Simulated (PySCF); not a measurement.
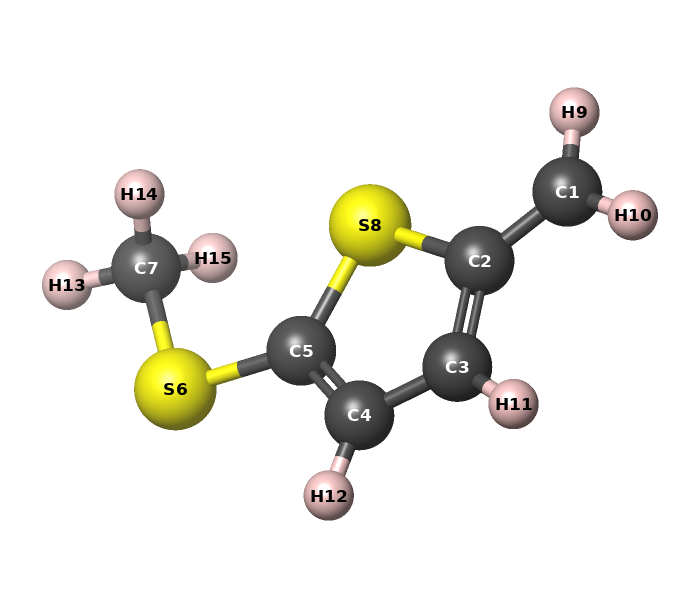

State: neutral, doublet. The geometry was computed by an optimisation with GFN2-xTB. No frequency run is at hand to confirm it as a minimum. Method: UKS B3LYP, pcH-1 on C H S, non-relativistic (PySCF 2.14.0). Fermi-contact and spin-dipolar terms alone, no spin-orbit part.

Which nucleus has the largest dipolar (anisotropic) hyperfine coupling?

13C at C1: principal values −43.5, −42.4, 85.9 MHz.

List the isotropic and dipolar parts for the most strongly coupled nuclei, one of each equivalent set. Atoms whose distances differ by more than 0.02 Å in this geometry are listed apart.

| atom | isotope | a_iso (MHz) | dipolar part (MHz) |
| --- | --- | --- | --- |
| C1 | 13C | 44.8 | −43.5, −42.4, 85.9 |
| C5 | 13C | 39.1 | −31.3, −30.2, 61.6 |
| C3 | 13C | 33.2 | −29.4, −28.9, 58.2 |
| C2 | 13C | −38.9 | −22.1, 8.6, 13.5 |
| H9 | 1H | −34.8 | −20.5, −0.3, 20.8 |
| S6 | 33S | 4.0 | −11.5, −9.0, 20.5 |
| H10 | 1H | −34.0 | −19.3, −0.8, 20.1 |
| C4 | 13C | −25.8 | −14.3, 6.2, 8.1 |
